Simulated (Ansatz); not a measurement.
Run report: C$_{3}$FN$_{3}$Si, single-point calculation

C$_{3}$FN$_{3}$Si, SMILES N#C[Si](F)(C#N)C#N, computed with RKS PBE/def2-SVPD (Ansatz 0.2.0).

Some settings of this run were made unusual or wrong on purpose. The geometry comes from this level: PBE0-D4/def2-TZVP.

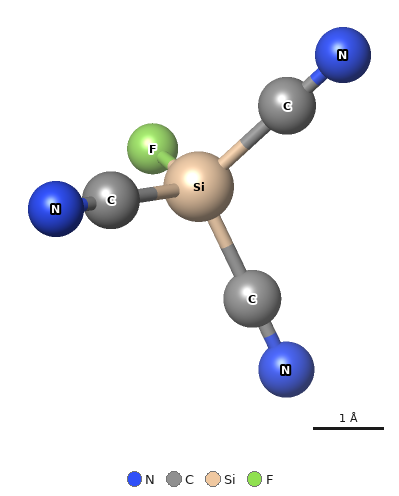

Figure 1. The structure as given in the input (ball-and-stick view, seen at a tilt).

### Input file
```yaml
crystal:
  periodic: [false, false, false]
  atoms:
    - {symbol: N, position_ang: [2.281348, 0.027218, 1.730164]}
    - {symbol: C, position_ang: [1.474083, 0.042286, 0.910016]}
    - {symbol: Si, position_ang: [0.184606, 0.063049, -0.377571]}
    - {symbol: F, position_ang: [0.838385, 0.328017, -1.777143]}
    - {symbol: C, position_ang: [-1.017671, 1.379697, -0.000702]}
    - {symbol: N, position_ang: [-1.778937, 2.206724, 0.246376]}
    - {symbol: C, position_ang: [-0.672732, -1.544987, -0.393322]}
    - {symbol: N, position_ang: [-1.217082, -2.559004, -0.393620]}
basis:
  gaussian: {orbitals: def2-SVPD, final_grid: {core_spheres: 1, valence_spheres: 1, degree: 5}}
hamiltonian: {xc: {name: PBE}}
```

Hardware: 4 threads of Arm Neoverse V2, 23 GiB of memory available, shared host.

Launched with:
```bash
ansatz run in.yaml --threads 4 --pin off --events-out ev --progress --plain --max-ram 10444MiB
```

### Log
```
Functional definition: PBE
  name "PBE"
  cite "Perdew, Burke & Ernzerhof, Phys. Rev. Lett. 77, 3865 (1996) doi:10.1103/PhysRevLett.77.3865"
  parent pbe
  parameter kappa = 0.804
  parameter beta = 0.06672455060314922
  exchange = pbe_x(kappa = kappa, mu = beta*pi^2/3)
  correlation = pbe_c(beta = beta)
1445 factors; their error is unknown
mean field evaluation 1: about -18138.0962 eV, gradient 7.4e1 eV
mean field evaluation 2: about -18074.5008 eV, gradient 1.8e2 eV
mean field evaluation 4: about -18149.8869 eV, gradient 1.0e1 eV
mean field evaluation 8: about -18150.0718 eV, gradient 2.3e-1 eV
mean field evaluation 16: about -18130.4967 eV, gradient 1.1e-1 eV
mean field -18130.49669857 eV, -666.2834643804 hartree, gradient 5.6e-5 eV, S^2 0.000000; 0 other end points of the search recorded, 0 dependent functions left out
reference -18130.49679989 eV, -666.2834681039 hartree; 31, 31 occupied and 136, 136 virtual orbitals, 1445 factors
Total energy: -18130.49679989 eV, -666.2834681039 hartree
```

### Outcome

```json
{"quantity": "outcome", "value": "converged"}
{"quantity": "total energy", "value": "−18130.4968 eV"}
{"quantity": "SCF solution under orbital rotations", "value": "stable"}
{"quantity": "wall time", "value": "1.2 s (CPU time 4.2 s)"}
{"quantity": "peak memory", "value": "0.37 GiB"}
```

### What went wrong

A setting was made wrong on purpose: grid. The program still converged, but the numbers can't be taken as results for the intended system.
